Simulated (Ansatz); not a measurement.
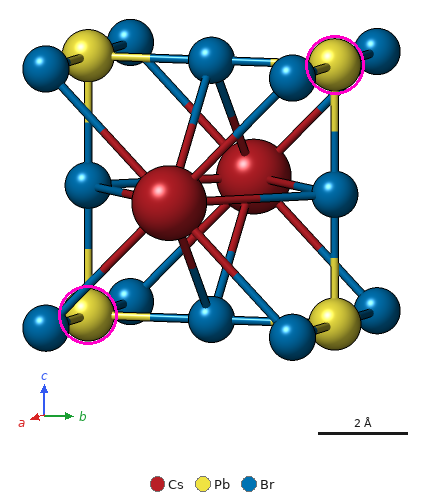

Perfect CsPbBr₃. The picture is a ball-and-stick view of the atoms within 6.4 Å of one point, seen slightly off an axis.

Level of theory: DFT, PBEsol, PAW, plane waves in Ansatz 0.2.0. (plane-wave cutoff 420 eV; k-point mesh 1 × 1 × 1; mesh shifted by (0.25, 0.25, 0.25); collinear spin) Fermi-Dirac smearing of 0.01 eV. The axes drawn are those of the host's conventional cell.

Two lead atoms are replaced by scandium, the two sites 8.3 Å apart at the ringed places, in charge state 0. The supercell has 40 sites, and the atoms are relaxed at the host's cell.

**How do the neighbours respond?**

One site: in the host the Pb atom has 6 Br at 2.94 Å; the Sc atom ends with 6 Br at 2.58 to 2.76 Å. The other site: in the host the Pb atom has 6 Br at 2.94 Å; the Sc atom ends with 6 Br at 2.59 to 2.78 Å. Of the host's atoms, a bromine atom moves furthest from its site, by 1.15 Å. The Sc atom itself moves 0.15 Å from where it was put. The Sc atom itself moves 0.14 Å from where it was put. The cell's net moment is 2.00 μB.

The relaxed defect, seen from the same direction:

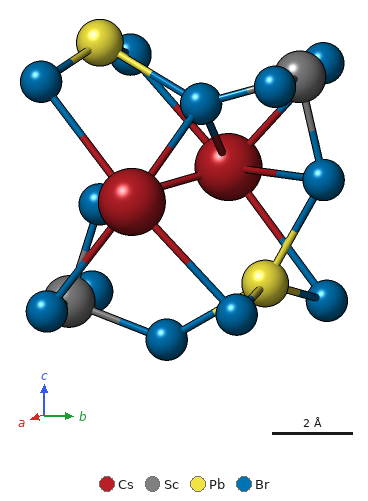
